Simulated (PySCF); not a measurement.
**One shape, several levels: BCl (SMILES [B]Cl)**

We compute a comparison of 6 runs (PBE/STO-3G, UPBE0/STO-3G, r2SCAN/STO-3G, CCSDT(Q)/STO-3G, NEVPT2(2,2)/STO-3G, FCI/STO-3G) of BCl. Input form: a Python script.

The calculation is run with PySCF 2.14.0.

12 further runs of the same task are left out: 3 that didn't finish, 9 set aside as unsound or not needed.

## Step 1: The molecule

BCl: 2 atoms, total charge 0, spin state singlet. As SMILES, `[B]Cl`. The B1–Cl2 distance was set to 1.894 Å, away from the relaxed value.

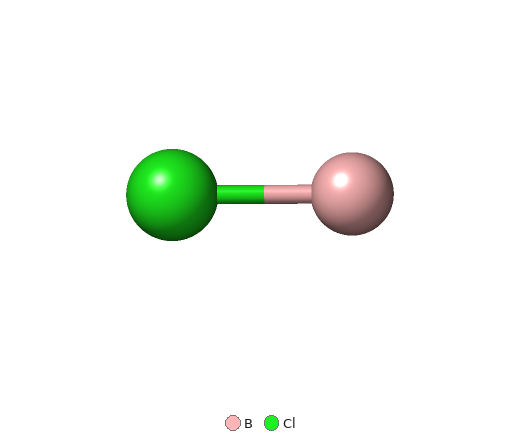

The structure, seen from a chosen angle (boron pink, chlorine green).

## Step 2: The energy at PBE/STO-3G (run 1)

input.py

```python
from pyscf import gto, dft

mol = gto.M(
    atom='''
B    0.000000   0.000000  -0.315670
Cl   0.000000   0.000000   1.578530
''',
    max_memory=1860,
    verbose=3,
    basis='sto-3g',
    spin=0,
)

ks = dft.RKS(mol, xc='pbe')
ks.conv_tol = 1e-10
ks.grids.level = 5
ks.kernel()
if not ks.converged:
    ks = ks.newton().run(ks.mo_coeff, ks.mo_occ)

e_tot = ks.e_tot
print(f'total energy: {e_tot:.8f} hartree')
```

Started as:

```console
$ OMP_NUM_THREADS=1 python input.py
```

Standard output:

```text
converged SCF energy = -479.371009301745
total energy: -479.37100930 hartree
```

Wall time 2.1 s (1 thread of Arm Neoverse N1, shared host); peak memory 0.16 GiB.

## Step 3: The energy at UPBE0/STO-3G (run 2)

calc.py

```python
from pyscf import gto, dft

system = gto.Mole()
system.atom = [
    ('B', (0.000000, 0.000000, -0.315670)),
    ('Cl', (0.000000, 0.000000, 1.578530)),
]
system.basis = 'sto-3g'
system.verbose = 3
system.max_memory = 1860
system.spin = 0
system.build()

mf = dft.UKS(system, xc='pbe0')
mf.conv_tol = 1e-10
mf.grids.level = 5
mf.kernel()
if not mf.converged:
    mf = mf.newton().run(mf.mo_coeff, mf.mo_occ)
for _ in range(3):
    mo, _, stable, _ = mf.stability(return_status=True)
    if stable:
        break
    mf.kernel(mf.make_rdm1(mo, mf.mo_occ))

energy = mf.e_tot
print('E(%s) = %.9f' % ('PBE0', energy))
```

Started as:

```console
$ OMP_NUM_THREADS=1 python calc.py
```

Standard output:

```text
converged SCF energy = -479.444618486399  <S^2> = 1.2434498e-14  2S+1 = 1
<class 'pyscf.dft.uks.UKS'> wavefunction is stable in the internal stability analysis
E(PBE0) = -479.444618486
```

It took 7.2 s on 1 thread of Arm Neoverse N1, shared host; peak memory 0.29 GiB.

Runs 3 to 4 aren't shown in full; the table further down has their settings and results.

## Step 4: The energy at NEVPT2(2,2)/STO-3G (run 5)

geometry.xyz

```xyz
2

B      0.000000     0.000000    -0.315670
Cl     0.000000     0.000000     1.578530
```

job.py

```python
import numpy
from pyscf import gto, scf, mp, mcscf, mrpt

system = gto.M(
    atom='geometry.xyz',
    basis='sto-3g',
    max_memory=1860,
    verbose=3,
)

mf = scf.RHF(system)
mf.conv_tol = 1e-10
mf.kernel()
if not mf.converged:
    mf = mf.newton().run(mf.mo_coeff, mf.mo_occ)

pt = mp.MP2(scf.addons.convert_to_uhf(mf)).run()
noons, natorbs = mcscf.addons.make_natural_orbitals(pt)
print('natural occupations', numpy.round(noons[:40], 4))
cas = mcscf.CASSCF(mf, 2, 2)
cas.fix_spin_(ss=0.0)
cas.natorb = True
cas.kernel(natorbs)
e_pt2 = mrpt.NEVPT(cas).kernel()
e_final = cas.e_tot + e_pt2
print('Final energy', e_final)
```

Started as:

```console
$ OMP_NUM_THREADS=1 python job.py
```

Standard output:

```text
converged SCF energy = -478.849370552158
E(UMP2) = -478.889767422937  E_corr = -0.040396870779595
E(SCS-UMP2) = -478.893456956078  E_corr = -0.044086403920208
natural occupations [2.     2.     2.     2.     2.     2.     1.9997 1.9943 1.9943 1.9865
 1.9678 0.0196 0.0196 0.0182]
CASSCF energy = -478.871189246361
CASCI E = -478.871189246361  E(CI) = -1.37583286050824  S^2 = 0.0000000
Sr    (-1)',   E = 0.00000000000009
Si    (+1)',   E = 0.00000000000043
Sijrs (0)  ,   E = -0.01232675267409
Sijr  (+1) ,   E = -0.00531137780519
Srsi  (-1) ,   E = -0.00108983242807
Srs   (-2) ,   E = -0.00633109328853
Sij   (+2) ,   E = -0.00041924566575
Sir   (0)' ,   E = -0.00023640173457
Nevpt2 Energy = -0.025714703595676
Final energy -478.89690394995677
```

Wall time 1.2 s (1 thread of Arm Neoverse N1, shared host); peak memory 0.12 GiB.

## Step 5: The energy at FCI/STO-3G (run 6)

input.py

```python
from pyscf import gto, scf, mcscf

system = gto.M(
    atom='''
B    0.000000   0.000000  -0.315670
Cl   0.000000   0.000000   1.578530
''',
    charge=0,
    basis='sto-3g',
    verbose=3,
    spin=0,
    max_memory=1860,
)

mf = scf.RHF(system)
mf.conv_tol = 1e-10
mf.kernel()
if not mf.converged:
    mf = mf.newton().run(mf.mo_coeff, mf.mo_occ)

cas = mcscf.CASCI(mf, mf.mo_coeff.shape[-1] - 6, (system.nelec[0] - 6, system.nelec[1] - 6))  # full CI above the frozen core
cas.fix_spin_(ss=0.0)
cas.kernel()
etot = cas.e_tot
print(f'total energy: {etot:.8f} hartree')
```

Started as:

```console
$ OMP_NUM_THREADS=1 python input.py
```

Standard output:

```text
converged SCF energy = -478.849370552158
CASCI E = -478.916815024771  E(CI) = -23.0002858706467  S^2 = 0.0000000
total energy: -478.91681502 hartree
```

Wall time 1.3 s (1 thread of Arm Neoverse N1, shared host); peak memory 0.12 GiB.

## Step 6: Overview of the runs

```
run               level  follow instability  integration grid  energy (Eh)  dipole moment (D) of the reference  HOMO energy (eV)  LUMO energy (eV)  wall time
  1          PBE/STO-3G                   –                 5  -479.371009                                0.67             -4.05             -0.26      2.1 s
  2        UPBE0/STO-3G                 yes                 5  -479.444618                                0.95             -5.51              0.89      7.2 s
  3       r2SCAN/STO-3G                   –                 5  -479.589916                                0.79             -4.40              0.02      2.7 s
  4     CCSDT(Q)/STO-3G                   –                 –  -478.916859                                1.48             -8.70              5.75      1.5 s
  5  NEVPT2(2,2)/STO-3G                   –                 –  -478.896904                                1.48             -8.70              5.75      1.2 s
  6          FCI/STO-3G                   –                 –  -478.916815                                1.48             -8.70              5.75      1.3 s
```

## Step 7: Results

| quantity | value |
| --- | --- |
| run 6: total energy | -478.91682 Eh |
| run 6: dipole moment (Hartree–Fock density) | 1.48 D |
| run 6: HOMO energy (Hartree–Fock orbitals) | -8.70 eV |
| run 6: LUMO energy (Hartree–Fock orbitals) | 5.75 eV |
| run 6: HOMO–LUMO gap (Hartree–Fock orbitals) | 14.45 eV |
| run 6: correlation energy (6 core orbitals frozen) | -67.4 mEh |

**Reading.** Against full CI in this basis: CCSDT(Q) -0.0 mEh. Over runs 1, 2, 3 the dipole moment (its size) runs from 0.67 D (PBE/STO-3G) to 0.95 D (UPBE0/STO-3G). Over runs 1, 2, 3 the HOMO–LUMO gap runs from 3.79 eV (PBE/STO-3G) to 6.40 eV (UPBE0/STO-3G). Totals of different functionals can't be ranked against each other. In runs 1, 2, 3, 4, 5, 6 the basis is minimal, so the values are rough. All runs together took 16 s, the longest 7.2 s.
